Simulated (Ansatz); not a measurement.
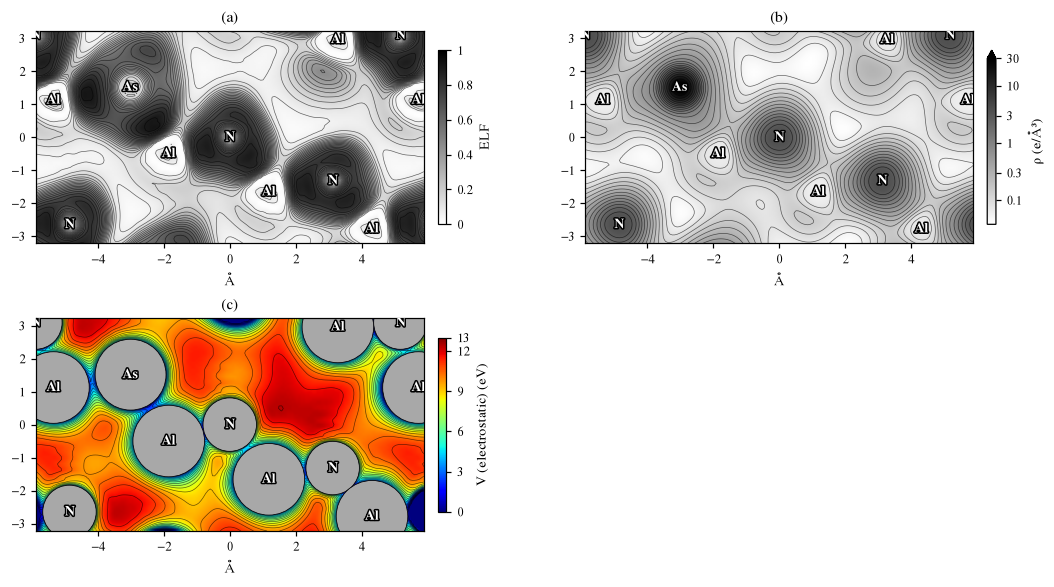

Figure. Al4AsN3. (a) electron localisation function; (b) valence pseudo-density; (c) electrostatic potential (local pseudopotential plus Hartree) felt by an electron on the (010) plane of the conventional cell. Grey discs cover the atomic cores in the potential map.

Space group Cm; started from the ordered alloy on zincblende lattice prototype, which need not be the ambient phase.

All numbers below come from DFT, PBE, plane waves, PAW in Ansatz 0.2.0.

Core electrons are frozen (PAW), and the valence fields are smoothed inside the atomic spheres.

What do the fields say about this system?

- The section cuts through N, As and Al sites.
- Al–N (1.89 Å): the density is about 0.68 e/Å³ at the midpoint; the ELF peaks at about 0.85 in the valence shell of N, 0.8 Å from its nucleus, and is about 0.85 at the midpoint.
- Al–As (2.32 Å): the density is about 0.58 e/Å³ at the midpoint; the ELF peaks at about 0.90 between the atoms (localised, covalent bonding).
- Al–N (1.97 Å): the density is about 0.6 e/Å³ at the midpoint; the ELF peaks at about 0.90 in the valence shell of N, 0.8 Å from its nucleus, and is about 0.85 at the midpoint.
- Al–As (2.37 Å): ρ is about 0.53 e/Å³ halfway; the ELF peaks at about 0.90 between the atoms, as expected for a covalent bond.
- Between the atoms the lowest density in this plane is 0.04 e/Å³.
- Outside the cores the potential energy rises away from the atoms and is highest about 1.6 Å from the nearest atoms; its zero is arbitrary.
